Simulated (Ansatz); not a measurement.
Nb (bcc, W type)

```xyz
1
Lattice="-1.6513 1.6513 1.6513 1.6513 -1.6513 1.6513 1.6513 1.6513 -1.6513" Properties=species:S:1:pos:R:3 pbc="T T T"
Nb     0.0000     0.0000     0.0000
```

Grid over V/V₀ and (c/a)/(c/a)₀, subscript 0 meaning the relaxed cell; the conventional c axis lies along z; no internal relaxation.

Level of theory: r2SCAN (plane waves to 500 eV, PAW, scalar-relativistic; Ansatz, a first-principles code). k mesh 20×20×20 (Γ-centred), Fermi-Dirac smearing 0.05 eV. Energies are smeared free energies. Stress and pressure are positive under compression. With partly filled bands, the response to shear is sensitive to the k mesh, so small differences along c/a are uncertain. Nb is run without spin polarisation. Nb was relaxed with its symmetry unable to fall. The zero of ΔE is the relaxed starting cell.

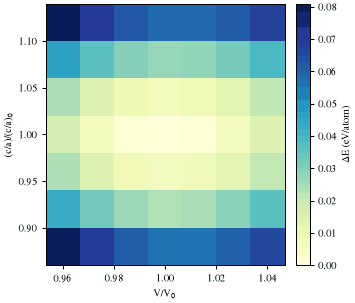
Fig. 1. ΔE (eV/atom) over the 7×7 grid of computed points.

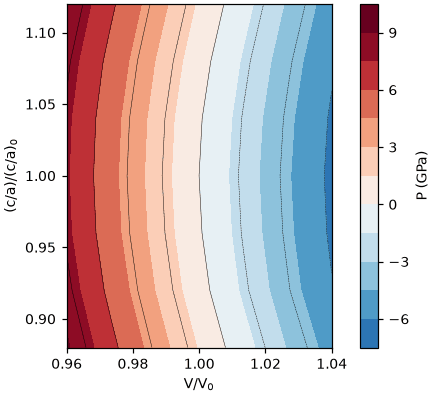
Figure. P (GPa) over the 7×7 grid of computed points.

Lowest place on the grid: V/V₀ = 1.000, (c/a)/(c/a)₀ = 1.000 (0 meV/atom). Highest place on the grid: V/V₀ = 0.960, (c/a)/(c/a)₀ = 1.120 (81 meV/atom).

(Under strain, the slope of the energy per volume gives the stress and its curvature an elastic modulus.)
